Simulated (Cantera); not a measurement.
A closed system holds: 1 mol SiH₄, a varied amount of CH₄, 14 mol H₂, at 2198.15 K and 0.270 bar.

Method: chemical equilibrium by Gibbs-energy minimisation in Cantera with the NASA 1993 tables (ideal gas, pure condensed phases). Candidate condensed phases: C, C₆H₆, C₇H₈, C₈H₁₈, Si, SiC; 87 gas species. Mutual solubility and eutectic melting of coexisting phases are not modelled. Gases not in the tables: Si₂H₆ and higher silanes. The numbers say what is thermodynamically allowed, not how fast it happens.

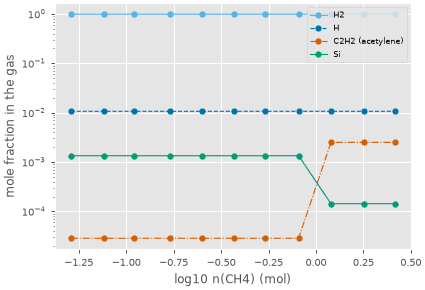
*Equilibrium gas composition (values under 1e-9 drawn at 1e-9)*

Question: Read off the mole fractions at 2.6 mol CH₄.

Answer: H₂ about 0.99, H about 0.011, C₂H₂ (acetylene) about 0.0025, Si about 0.00014.
